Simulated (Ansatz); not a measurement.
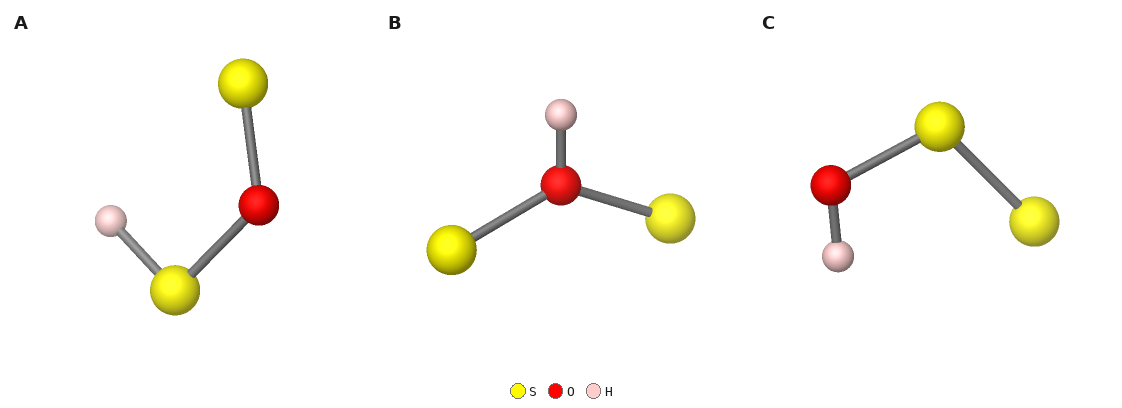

3 stationary structures of one formula. The species is neutral and a spin doublet. Geometries: PBE0-D4/def2-TZVP. Electronic energies: PBE-D4/def2-TZVPP (Ansatz 0.2.0), without zero-point energy. No frequency run is at hand to confirm each as a minimum.

Question: Which structure is the most stable?

Answer: C is lowest (Cs); A lies 45.9 kcal/mol above it (Cs), B lies 81.3 kcal/mol above it (C2v).
